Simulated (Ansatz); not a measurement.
Input file:

```
crystal:
  periodic: [false, false, false]
  atoms:
    - {symbol: Ag, position_ang: [-0.008423, 0.049915, -1.956220]}
    - {symbol: C, position_ang: [-0.460258, 0.492149, 0.286773]}
    - {symbol: C, position_ang: [0.462625, -0.506009, 0.257333]}
    - {symbol: H, position_ang: [-0.159936, 1.531050, 0.393049]}
    - {symbol: H, position_ang: [-1.521542, 0.272937, 0.366847]}
    - {symbol: H, position_ang: [0.163028, -1.549046, 0.313106]}
    - {symbol: H, position_ang: [1.524606, -0.290897, 0.339313]}
basis:
  gaussian: {orbitals: "def2-TZVPPD.json"}
total_charge: 1
hamiltonian: {xc: pbe0, dispersion: d4}
output: {orbitals: {seedname: orbitals}}
```

Run with:

```sh
ansatz run in.yaml --threads 4 --pin off --events-out ev --progress --plain --max-ram 9574MiB
```

Geometry: PBE0-D4/def2-TZVP; core potentials replace the inner electrons of Ag.

All numbers below come from Ansatz, RKS PBE0-D4/def2-TZVPPD.

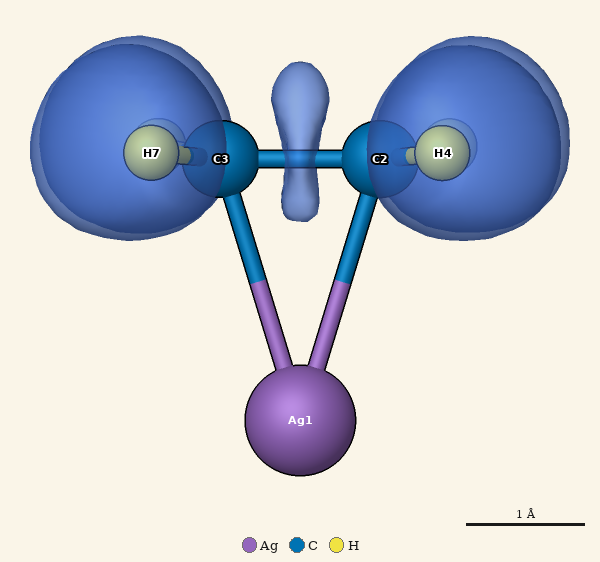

C₂H₄Ag (charge +1). Isosurface of the electron localisation function at 0.85 (blue), seen across its widest extent. Only the valence region is drawn (cores and ρ < 0.01 e/Å³ removed).

Q: Identify the bonds, lone pairs and shells in this picture.

A: The surface consists of one region between bonded C–C atoms (shared pairs) and four regions around hydrogen nuclei. Along the contacts the grid gives the following. C–C (1.36 Å): the ELF peaks at about 0.95 between the atoms (localised, covalent bonding). C–Ag (2.33 Å): the ELF peaks at about 0.70 in the valence shell of C, 0.7 Å from its nucleus, and is about 0.20 at the midpoint.
